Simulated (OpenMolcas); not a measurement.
**BBr2Cl (SMILES ClB(Br)Br) at S12h/ANO-RCC-VTZP (sfX2C)**

What is the energy change on altering one bond length of BBr2Cl at S12h/ANO-RCC-VTZP (sfX2C)? 

The results are computed with OpenMolcas 26.06.

### Step 1. The structure to begin with

BBr2Cl has 4 atoms, charge 0, and is taken as a singlet. As SMILES, `ClB(Br)Br`. Geometry: relaxed at PBE0-D4/def2-TZVP.

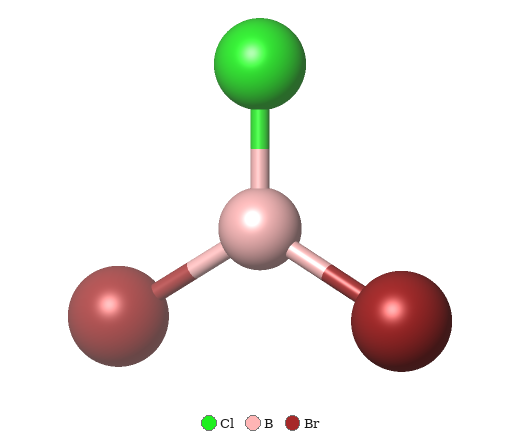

The structure, seen from a chosen angle (chlorine green, boron pink, bromine red).

### Step 2. The energy at S12h/ANO-RCC-VTZP (sfX2C)

File struct.xyz:

```xyz
4

Cl    -0.203300    -1.644940     0.633550
B     -0.004820    -0.039040     0.015030
Br     1.283490     1.123730     0.785650
Br    -1.075360     0.560270    -1.434250
```

File job.inp:

```
* BBr2Cl Kohn-Sham DFT
>>> EXPORT MOLCAS_PRINT=2

&GATEWAY
 Coord
 struct.xyz
 Basis
 ANO-RCC-VTZP
 Group
 NoSym
 RX2C

&SEWARD
 Expert

&SCF
 KSDFT
 S12H
 PrOrbitals
 0
```

Launch:

```console
$ export MOLCAS_MEM=1860
$ pymolcas job.inp > job.log
```

Standard output:

```text
--- Start Module: gateway ---
[...]
--- Stop Module: gateway /rc=_RC_ALL_IS_WELL_ ---
--- Start Module: seward ---
[...]
 ###    WARNING:  EXPERT option is ON!                                       ###
 ###############################################################################
               SEWARD will generate:
[...]
      Basis functions          150
--- Stop Module: seward /rc=_RC_ALL_IS_WELL_ ---
[...]
--- Start Module: scf ---
[...]
       Convergence after  11 Iterations
[...]
::    Total KS-DFT energy                           -5699.1468898296
[...]
      Total spin, S                                     0.0000000000
[...]
      Total electronic charge=   92.000000
      Total            charge=   -0.000000
[...]
      Dipole Moment (debye):
      Origin of the operator (angstrom)=    0.0454    0.3677   -0.1416
                   X=  5.9897E-03               Y=  4.8396E-02               Z= -1.8638E-02           Total=  5.2206E-02
      Quadrupole Moment (debye*angstrom):
[...]
--- Stop Module: scf /rc=_RC_ALL_IS_WELL_ ---
[...]
```

It took 72 s on 1 thread of Arm Neoverse V2, shared host; peak memory 0.99 GiB.

### Step 3. The distorted shape, same level

File struct.xyz:

```xyz
4

Cl    -0.332107    -1.761195     0.556502
B     -0.133627    -0.155295    -0.062018
Br     1.283490     1.123730     0.785650
Br    -1.204167     0.444015    -1.511298
```

File job.inp:

```
* BBr2Cl Kohn-Sham DFT
>>> EXPORT MOLCAS_PRINT=2

&GATEWAY
 COORD=struct.xyz
 BASIS=ANO-RCC-VTZP
 GROUP=NoSym
 RX2C

&SEWARD
 EXPERT

&SCF
 KSDFT=S12H
 PRORBITALS=0
```

Launch:

```console
$ export MOLCAS_MEM=1860
$ pymolcas job.inp > job.log
```

Standard output:

```text
--- Start Module: gateway ---
[...]
--- Stop Module: gateway /rc=_RC_ALL_IS_WELL_ ---
--- Start Module: seward ---
[...]
 ###    WARNING:  EXPERT option is ON!                                       ###
 ###############################################################################
               SEWARD will generate:
[...]
      Basis functions          150
--- Stop Module: seward /rc=_RC_ALL_IS_WELL_ ---
[...]
--- Start Module: scf ---
[...]
       Convergence after  11 Iterations
[...]
::    Total KS-DFT energy                           -5699.1369674630
[...]
      Total spin, S                                     0.0000000000
[...]
      Total electronic charge=   92.000000
      Total            charge=   -0.000000
[...]
      Dipole Moment (debye):
      Origin of the operator (angstrom)=   -0.0335    0.2965   -0.1888
                   X= -6.2380E-01               Y= -4.7398E-01               Z= -4.1915E-01           Total=  8.8852E-01
      Quadrupole Moment (debye*angstrom):
[...]
--- Stop Module: scf /rc=_RC_ALL_IS_WELL_ ---
[...]
```

It took 71 s on 1 thread of Arm Neoverse V2, shared host; peak memory 0.99 GiB.

### Step 4. Summary of results

At S12h/ANO-RCC-VTZP (sfX2C):

| quantity | value |
| --- | --- |
| first shape: total energy | -5699.14689 Eh |
| first shape: dipole moment | 0.05 D |
| first shape: HOMO energy | -8.43 eV |
| first shape: LUMO energy | -1.96 eV |
| first shape: HOMO–LUMO gap | 6.47 eV |
| distorted shape: total energy | -5699.13697 Eh |
| distorted shape: dipole moment | 0.89 D |
| distorted shape: HOMO energy | -8.42 eV |
| distorted shape: LUMO energy | -2.19 eV |
| distorted shape: HOMO–LUMO gap | 6.23 eV |
| energy change with the B2–Br3 bond stretched from 1.899 to 2.089 Å | 0.270 eV |

With the B2–Br3 bond stretched from 1.899 to 2.089 Å the energy rises by 0.27 eV (6.2 kcal/mol). The first shape isn't relaxed at this level, so the change isn't measured from a minimum. Mulliken charges (first shape) run from -0.03 on Br3 to +0.08 on B2.
